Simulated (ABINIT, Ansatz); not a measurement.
# Converging GW for TiNF (Pmmn) in ABINIT

What does each rung of G0W0 on TiNF (Pmmn) cost, and what does it buy?

Method: LDA and many-body steps on it, plane waves, in ABINIT 10.8.3.

## 1. The structure

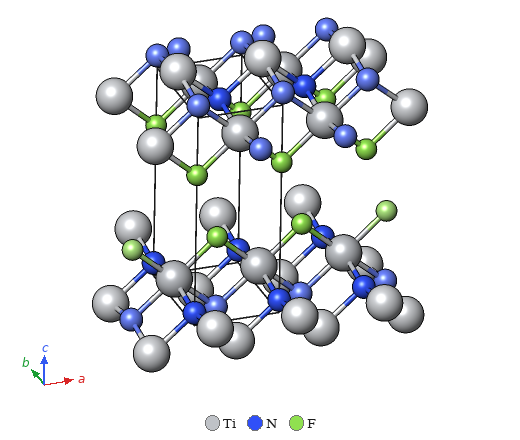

The starting structure, seen slightly off an axis (titanium light grey, nitrogen blue, fluorine green). 2×1×1 cells are drawn. Some periodic images of atoms are drawn too.

The cell and positions are those that the Materials Project relaxed with its own functionals (PBE, PBE+U or r2SCAN), kept fixed.

## 2. Empty states on the mesh, 4×2×1 mesh, 195 bands

This step: ABINIT 10.8.3; DFT, LDA, plane waves, norm-conserving pseudopotentials.

The sums over transitions need many empty states on a uniform mesh; this step solves for them.

Contents of run.abi:

```
acell 3*1.0 Angstrom
rprim 
  3.062004000000 0.000000000000 0.000000000000
  0.000000000000 3.964387000000 0.000000000000
  0.000000000000 0.000000000000 7.870826000000
ntypat 3
znucl 22 7 9
natom 6
typat 1 1 2 2 3 3
xred 
  0.500000000000 0.000000000000 0.895914000000
  0.000000000000 0.500000000000 0.104086000000
  0.500000000000 0.500000000000 0.939316000000
  0.000000000000 0.000000000000 0.060684000000
  0.000000000000 0.000000000000 0.724624000000
  0.500000000000 0.500000000000 0.275376000000
pp_dirpath "pseudos"
pseudos "Ti.upf, N.upf, F.upf"
ecut 38
ngkpt 4 2 1
nshiftk 1
shiftk 0 0 0
kptopt 1
chksymbreak 0
iscf -2
irdden 1
istwfk *1
nband 195
nbdbuf 16
tolwfr 1e-09
nstep 60
prtvol 0
indata_prefix "in"
outdata_prefix "out"
tmpdata_prefix "tmp"
```

The run is started by

```console
$ OMP_NUM_THREADS=1 mpirun -n 4 abinit run.abi > log
```

Numbers of over 12 decimals in the logs are rounded to 6 here.

The program printed:

```text
.Version 10.8.3 of ABINIT. v10.8.2 released Aug 2026.

 Symmetries : space group Pm m n (# 59); Bravais oP (primitive ortho.)
[... echo of the input left out ...]
== DATASET  1 ==================================================================
-   mpi_nproc: 4, omp_nthreads: 1 (-1 if OMP is not activated)

--- !DatasetInfo
iteration_state: {dtset: 1, }
dimensions: {natom: 6, nkpt: 6, mband: 195, nsppol: 1, nspinor: 1, nspden: 1, mpw: 7264, }
cutoff_energies: {ecut:  38.0, pawecutdg:  -1.0, }
[...]
2.80370    2.81798    2.82777    2.82933    2.83590    2.85878    2.88026    2.88722
   2.89102    2.90353    2.91908    2.92041    2.92081    2.92178    2.94130    2.96033
   2.96866    2.97509    2.97854
 prteigrs : prtvol=0 or 1, do not print more k-points.

== END DATASET(S) ==============================================================
================================================================================

 -outvars: echo values of variables after computation  --------
            nband         195
             nkpt           6
          spgroup          59
 [... the other variables as echoed above ...]

 Calculation completed.
```

Elapsed: 2.3 min, on 4 MPI ranks of Arm Neoverse V1, shared host; peak memory 0.47 GiB; 9 min of CPU time.

This step gave:

| Item | Value |
| --- | --- |
| gap | 0.6504 eV |
| k of the valence top | 0, 0, 0 |
| k of the conduction bottom | 0, 0, 0 |
| least direct gap | 0.6504 eV |
| k points computed | 6 |
| lowest point of the top converged band, above the valence top | 73.1271 eV |

On this mesh the gap is 0.650 eV.

The density comes from a self-consistent run that is not shown.

## 3. Screening, 4×2×1 mesh, 43 bands, screening to 62.6 eV

The RPA dielectric matrix is built and inverted for each q.

This step: RPA screening on LDA, plane waves, norm-conserving pseudopotentials.

Edit run.abi of step 2 so:

```diff
@@ -24,10 +24,11 @@
 chksymbreak 0
-iscf -2
-irdden 1
 istwfk *1
-nband 195
-nbdbuf 16
-tolwfr 1e-09
-nstep 60
-prtvol 0
+occopt 1
+irdwfk 1
+optdriver 3
+nband 43
+ecuteps 2.3
+inclvkb 2
+awtr 1
+symchi 1
 indata_prefix "in"
```

The program printed:

```text
.Version 10.8.3 of ABINIT. v10.8.2 released Aug 2026.

 Symmetries : space group Pm m n (# 59); Bravais oP (primitive ortho.)
[... echo of the input left out ...]
== DATASET  1 ==================================================================
-   mpi_nproc: 4, omp_nthreads: 1 (-1 if OMP is not activated)

--- !DatasetInfo
iteration_state: {dtset: 1, }
dimensions: {natom: 6, nkpt: 6, mband: 43, nsppol: 1, nspinor: 1, nspden: 1, mpw: 7264, }
cutoff_energies: {ecut:  38.0, pawecutdg:  -1.0, }
electrons: {nelect:   4.80000000E+01, charge:   0.00000000E+00, occopt:   1.00000000E+00, tsmear:   1.00000000E-02, }

 SCREENING: Calculation of the susceptibility and dielectric matrices

 Based on a program developped by R.W. Godby, V. Olevano, G. Onida, and L. Reining.
 Incorporated in ABINIT by V. Olevano, G.-M. Rignanese, and M. Torrent.
.Using double precision arithmetic ; gwpc =  8

[... cell and pseudopotentials left out ...]
--------------------------------------------------------------------------------

 ==== K-mesh for the wavefunctions ====
 Number of points in the irreducible wedge :     6
[... list of points left out ...]
 Together with  8 symmetry operations and time-reversal symmetry
 yields     8 points in the full Brillouin Zone.

 ==== Q-mesh for the screening function ====
 Number of points in the irreducible wedge :     6
[... list of points left out ...]
 Together with  8 symmetry operations and time-reversal symmetry
 yields     8 points in the full Brillouin Zone.

 setmesh: FFT mesh size selected  =    24x   30x   54
          total number of points  =        38880

 vcoul_init : cutoff-mode = AUXILIARY_FUNCTION
 q-points for optical limit:   1
     1)      0.000010    0.000020    0.000030

- screening: taking advantage of time-reversal symmetry
- Maximum band index for partially occupied states nbvw = 24
- Remaining bands to be divided among processors   nbcw = 19
- Number of bands treated by each node ~4

 Number of electrons calculated from density =   48.0000; Expected =   48.0000
 average of density, n =  0.074446
 r_s =    1.4747
 omega_plasma =   26.3195 [eV]

 calculating chi0 at frequencies [eV] :
  1    0.000000E+00    0.000000E+00
  2    0.000000E+00    2.631945E+01

--------------------------------------------------------------------------------
  q-point number  1        q = ( 0.000000, 0.000000, 0.000000) [r.l.u.]
--------------------------------------------------------------------------------
[... chi0 elements left out ...]
 For q-point:  0.000010 0.000020 0.000030
  dielectric constant =  12.1627
  dielectric constant without local fields =  13.0319

  Average fulfillment of the sum rule on Im[epsilon] for q-point    1 :     25.09  [%]
[... wings left out ...]
  q-point number  2        q = ( 0.250000, 0.000000, 0.000000) [r.l.u.]
--------------------------------------------------------------------------------
[... chi0 elements left out ...]
  Average fulfillment of the sum rule on Im[epsilon] for q-point    2 :     31.05  [%]

 [... 4 further q-points ...]
```

The job ended after 11 s (4 MPI ranks; peak memory 0.86 GiB; 43 s of CPU time).

This step gave:

```
ε∞ with local fields, on this mesh, along the program's q direction : 12.16
the same without local fields                                       : 13.03
plasma frequency                                                    : 26.32 eV
plane waves in the screening matrix                                 : 101
```

Local fields lower ε∞ by 7 %. On a Γ-centred mesh this coarse the value itself is usually too large, while a short band sum pulls it down.

## 4. 43 bands, 62.6 eV

The self-energy is evaluated for the states that the input lists, and the levels follow from it, in one-shot runs by the linearised quasiparticle equation.

This step: G0W0 on LDA, plane waves, norm-conserving pseudopotentials.

Edit run.abi of step 3 so:

```diff
@@ -27,8 +27,15 @@
 irdwfk 1
-optdriver 3
+optdriver 4
 nband 43
+gwcalctyp 0
+ecutsigx 38
+symsigma 1
+nkptgw 1
+kptgw 
+  0.0000000000 0.0000000000 0.0000000000
+bdgw 
+  23 26
 ecuteps 2.3
-inclvkb 2
-awtr 1
-symchi 1
+irdscr 1
+ppmodel 1
 indata_prefix "in"
```

The program printed:

```text
.Version 10.8.3 of ABINIT. v10.8.2 released Aug 2026.

 Symmetries : space group Pm m n (# 59); Bravais oP (primitive ortho.)
[... echo of the input left out ...]
== DATASET  1 ==================================================================
-   mpi_nproc: 4, omp_nthreads: 1 (-1 if OMP is not activated)

--- !DatasetInfo
iteration_state: {dtset: 1, }
dimensions: {natom: 6, nkpt: 6, mband: 43, nsppol: 1, nspinor: 1, nspden: 1, mpw: 7264, }
cutoff_energies: {ecut:  38.0, pawecutdg:  -1.0, }
electrons: {nelect:   4.80000000E+01, charge:   0.00000000E+00, occopt:   1.00000000E+00, tsmear:   1.00000000E-02, }

 SIGMA: Calculation of the GW corrections

 Based on a program developped by R.W. Godby, V. Olevano, G. Onida, and L. Reining.
 Incorporated in ABINIT by V. Olevano, G.-M. Rignanese, and M. Torrent.
.Using double precision arithmetic ; gwpc =  8

[... cell and pseudopotentials left out ...]
--------------------------------------------------------------------------------

 ==== K-mesh for the wavefunctions ====
 Number of points in the irreducible wedge :     6
[... list of points left out ...]
 Together with  8 symmetry operations and time-reversal symmetry
 yields     8 points in the full Brillouin Zone.

 ==== Q-mesh for screening function ====
 Number of points in the irreducible wedge :     6
[... list of points left out ...]
 Together with  8 symmetry operations and time-reversal symmetry
 yields     8 points in the full Brillouin Zone.

 vcoul_init : cutoff-mode = AUXILIARY_FUNCTION
 q-points for optical limit:   1
     1)      0.000010    0.000020    0.000030
 setmesh: FFT mesh size selected  =    40x   48x   90
          total number of points  =       172800

 Number of electrons calculated from density =   48.0000; Expected =   48.0000
 average of density, n =  0.074446
 r_s =    1.4747
 omega_plasma =   26.3195 [eV]

 === KS Band Gaps ===
  >>>> For spin  1
   Minimum direct gap =   0.6503 [eV], located at k-point      :   0.0000  0.0000  0.0000
   Fundamental gap    =   0.6503 [eV], Top of valence bands at :   0.0000  0.0000  0.0000
                                       Bottom of conduction at :   0.0000  0.0000  0.0000
 SIGMA fundamental parameters:
 PLASMON POLE MODEL  1
 number of plane-waves for SigmaX                 7201
 number of plane-waves for SigmaC and W            101
 number of plane-waves for wavefunctions          7201
 number of bands                                    43
 number of independent spin polarizations            1
 number of spinorial components                      1
 number of k-points in IBZ                           6
 number of q-points in IBZ                           6
 number of symmetry operations                       8
 number of k-points in BZ                            8
 number of q-points in BZ                            8
 number of frequencies for dSigma/dE                 9
 frequency step for dSigma/dE [eV]                0.25
 number of omega for Sigma on real axis              0
 max omega for Sigma on real axis  [eV]           0.00
 zcut for avoiding poles [eV]                     0.10

 EPSILON^-1 parameters (SCR file):
 dimension of the eps^-1 matrix on file            101
 dimension of the eps^-1 matrix used               101
 number of plane-waves for wavefunctions          7201
 number of bands                                    43
 number of q-points in IBZ                           6
 number of frequencies                               2
 number of real frequencies                          1
 number of imag frequencies                          1

 matrix elements of self-energy operator (all in [eV])

 Perturbative Calculation

--- !SelfEnergy_ee
iteration_state: {dtset: 1, }
kpoint     : [   0.000,    0.000,    0.000, ]
spin       : 1
KS_gap     :    0.650
QP_gap     :    1.652
Delta_QP_KS:    1.001
data: !SigmaeeData |
     Band     E0 <VxcDFT>   SigX SigC(E0)      Z dSigC/dE  Sig(E)    E-E0       E
       23   0.845 -18.918 -21.915   4.090   0.731  -0.367 -18.118   0.799   1.644
       24   2.090 -18.198 -20.429   3.641   0.738  -0.355 -17.157   1.041   3.131
       25   2.741 -19.714 -12.313  -4.593   0.727  -0.375 -17.672   2.042   4.783
       26   3.491 -20.364 -12.138  -5.360   0.715  -0.398 -18.314   2.050   5.541

== END DATASET(S) ==============================================================
================================================================================

 -outvars: echo values of variables after computation  --------
           etotal      0.0000000000E+00
            nband          43
             nkpt           6
          spgroup          59
 [... the other variables as echoed above ...]

 Calculation completed.
```

Elapsed: 4.7 s, on 4 MPI ranks; peak memory 0.23 GiB; 18 s of CPU time.

This step gave:

```
G0W0 gap on the points computed              : 1.652 eV
starting gap on the mesh                     : 0.6504 eV
k of the valence top                         : 0, 0, 0
k of the conduction bottom                   : 0, 0, 0
Z at the valence top                         : 0.738
Z at the conduction bottom                   : 0.727
least direct G0W0 gap on the computed points : 1.652 eV
```

The gap on the mesh goes from 0.65 eV to 1.65 eV, a correction of +1.00 eV.

## 5. Screening, 4×2×1 mesh, 87 bands, screening to 114.3 eV

This step: RPA screening on LDA, plane waves, norm-conserving pseudopotentials.

Edit run.abi of step 4 so:

```diff
@@ -27,15 +27,8 @@
 irdwfk 1
-optdriver 4
-nband 43
-gwcalctyp 0
-ecutsigx 38
-symsigma 1
-nkptgw 1
-kptgw 
-  0.0000000000 0.0000000000 0.0000000000
-bdgw 
-  23 26
-ecuteps 2.3
-irdscr 1
-ppmodel 1
+optdriver 3
+nband 87
+ecuteps 4.2
+inclvkb 2
+awtr 1
+symchi 1
 indata_prefix "in"
```

The program printed:

```text
.Version 10.8.3 of ABINIT. v10.8.2 released Aug 2026.

 Symmetries : space group Pm m n (# 59); Bravais oP (primitive ortho.)
[... echo of the input left out ...]
== DATASET  1 ==================================================================
-   mpi_nproc: 4, omp_nthreads: 1 (-1 if OMP is not activated)

--- !DatasetInfo
iteration_state: {dtset: 1, }
dimensions: {natom: 6, nkpt: 6, mband: 87, nsppol: 1, nspinor: 1, nspden: 1, mpw: 7264, }
cutoff_energies: {ecut:  38.0, pawecutdg:  -1.0, }
electrons: {nelect:   4.80000000E+01, charge:   0.00000000E+00, occopt:   1.00000000E+00, tsmear:   1.00000000E-02, }

 SCREENING: Calculation of the susceptibility and dielectric matrices

 Based on a program developped by R.W. Godby, V. Olevano, G. Onida, and L. Reining.
 Incorporated in ABINIT by V. Olevano, G.-M. Rignanese, and M. Torrent.
.Using double precision arithmetic ; gwpc =  8

[... cell and pseudopotentials left out ...]
--------------------------------------------------------------------------------

 ==== K-mesh for the wavefunctions ====
 Number of points in the irreducible wedge :     6
[... list of points left out ...]
 Together with  8 symmetry operations and time-reversal symmetry
 yields     8 points in the full Brillouin Zone.

 ==== Q-mesh for the screening function ====
 Number of points in the irreducible wedge :     6
[... list of points left out ...]
 Together with  8 symmetry operations and time-reversal symmetry
 yields     8 points in the full Brillouin Zone.

 setmesh: FFT mesh size selected  =    24x   30x   60
          total number of points  =        43200

 vcoul_init : cutoff-mode = AUXILIARY_FUNCTION
 q-points for optical limit:   1
     1)      0.000010    0.000020    0.000030

- screening: taking advantage of time-reversal symmetry
- Maximum band index for partially occupied states nbvw = 24
- Remaining bands to be divided among processors   nbcw = 63
- Number of bands treated by each node ~15

 Number of electrons calculated from density =   48.0000; Expected =   48.0000
 average of density, n =  0.074446
 r_s =    1.4747
 omega_plasma =   26.3195 [eV]

 calculating chi0 at frequencies [eV] :
  1    0.000000E+00    0.000000E+00
  2    0.000000E+00    2.631945E+01

--------------------------------------------------------------------------------
  q-point number  1        q = ( 0.000000, 0.000000, 0.000000) [r.l.u.]
--------------------------------------------------------------------------------
[... chi0 elements left out ...]
 For q-point:  0.000010 0.000020 0.000030
  dielectric constant =  12.1437
  dielectric constant without local fields =  13.2428

  Average fulfillment of the sum rule on Im[epsilon] for q-point    1 :     46.08  [%]
[... wings left out ...]
  q-point number  2        q = ( 0.250000, 0.000000, 0.000000) [r.l.u.]
--------------------------------------------------------------------------------
[... chi0 elements left out ...]
  Average fulfillment of the sum rule on Im[epsilon] for q-point    2 :     52.13  [%]

 [... 4 further q-points ...]
```

It took 30 s on 4 MPI ranks; peak memory 1.2 GiB; 2 min of CPU time.

Numbers from this step:

```
ε∞ with local fields, on this mesh, along the program's q direction : 12.14
the same without local fields                                       : 13.24
plasma frequency                                                    : 26.32 eV
plane waves in the screening matrix                                 : 283
```

[end of part 1 of 2]

[Paths, hosts, dates, memory and timing lines, banners, echoed tables and standing remarks are left out of the program output.]

[Logs are printed without paths, hosts, clocks, repeated set-up lines and the standing remarks that a program may print on its own settings, such as how far it seeks lower states.]

[Runs of the session that timed out or met a known fault of the program may be left out.]

[Hosts, paths, dates, database ids (printed as entryN), source tags and the programs' standing remarks are cut or masked in the printed files.]

[G0W0 gaps are taken among the corrected bands and points alone; a level outside them can change the order at an edge.]

[Where Ansatz stands beside ABINIT at settings called matched, ABINIT's density can come from a denser mesh and the files from another edition; pairs whose starting gaps differed by over 0.03 eV were left out, so agreement reads better than it is.]
